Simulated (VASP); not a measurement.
Energy against volume of Ni3Fe (L1_2). Level of theory: optB88-vdW, VASP's PBE PAW potentials (set 64) (plane waves; VASP).

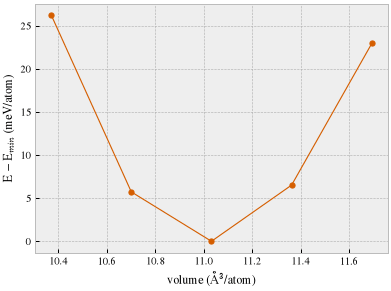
*Energy against volume*

Q: Estimate the equilibrium volume and the bulk modulus.

A: The minimum lies near 11.0 Å³/atom, and the curvature gives B0 of about 200 GPa.

The compound is Ni3Fe in the L1_2 structure. It was relaxed first.
